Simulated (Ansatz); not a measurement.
## Electronic structure of AlClF2 in real space

Input file:

```
crystal:
  periodic: [false, false, false]
  atoms:
    - { symbol: Al, position_ang: [0.0, 0.0, 0.0] }
    - { symbol: F, position_ang: [0.0, 0.0, 1.69] }
    - { symbol: F, position_ang: [1.4635, 0.0, -0.845] }
    - { symbol: Cl, position_ang: [-1.9312, 0.0, -1.115] }
basis:
  gaussian: { orbitals: def2-SVP }
hamiltonian:
  xc: pbe
  dispersion: d4
relax:
  f_tol: 0.02
  max_steps: 40
output:
  orbitals: {}
```

Command:

```sh
ansatz run input.yaml --threads 1 --pin off --max-ram 2048MiB --backend cpu --events-out ev --progress --plain --runs-dir out
```

The fields are those of the run's last geometry, not of the input's.

All numbers below come from RKS PBE-D4/def2-SVP in Ansatz.

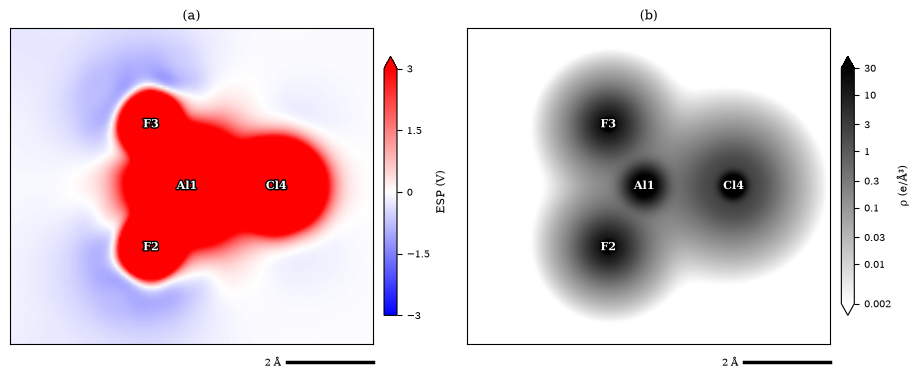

Figure 1. (a) molecular electrostatic potential; (b) total electron density on the molecular plane.

Q: Interpret the plot.

A:
- Atoms in the plane: Al, F and Cl.
- Al–F (1.66 Å): ρ is about 0.79 e/Å³ halfway.
- Al–Cl (2.08 Å): ρ is about 0.72 e/Å³ halfway.
- Outside the dense part of the molecule the potential is most negative (−1.2 V) near F2 and F3.

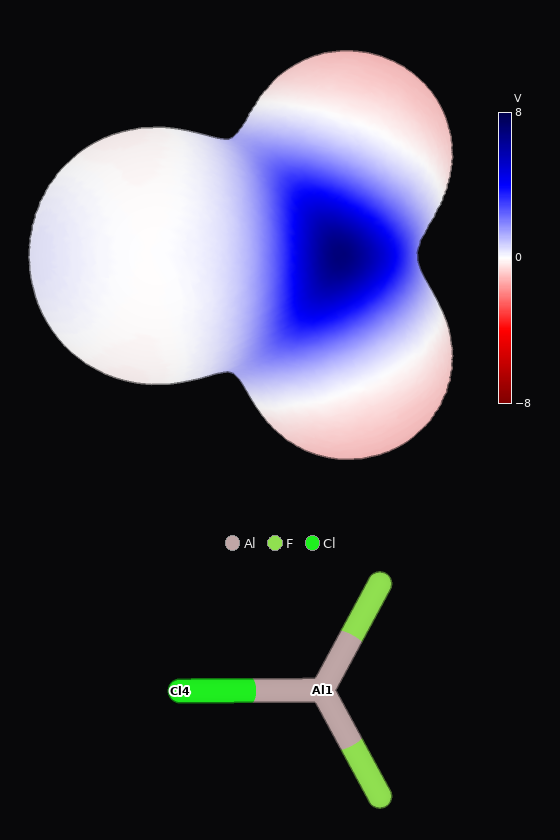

Figure 2. The molecular electrostatic potential painted on the density surface at 0.004 e/bohr³, seen at a tilt; the colour scale runs from red (negative) to blue (positive). The bare structure is drawn below in the same view.

Q: Describe the electrostatic potential map.

A: The most negative region (about −1.0 V) lies over F2 and F3, the most positive (about +6.7 V) over Al1.

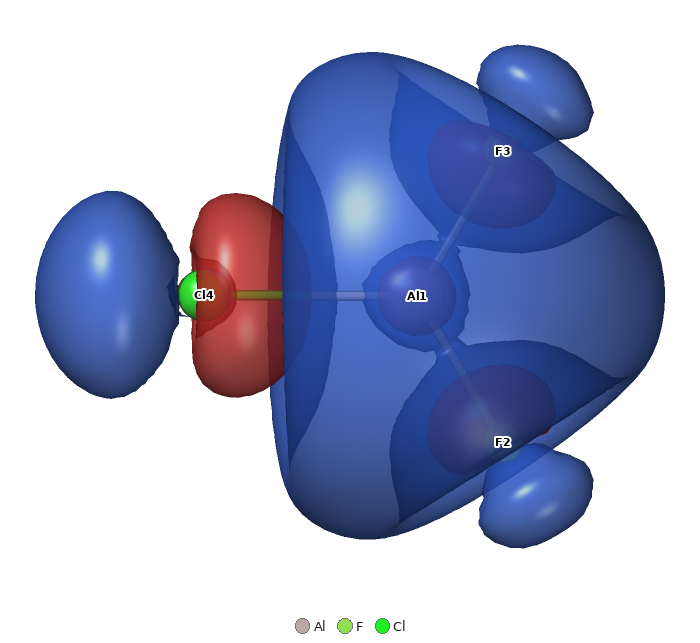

Figure 3. The LUMO at ±0.06 Å⁻³ᐟ² (red and blue are the two phases), seen across its widest extent.

Q: Describe this orbital and give its energy.

A: It lies mainly on Al1 (about 65 %), Cl4 (about 15 %), F2 (about 10 %) and F3 (about 10 %); it is symmetric in the molecular plane (an in-plane orbital: σ, lone-pair or in-plane π type). Its energy is −2.21 eV.
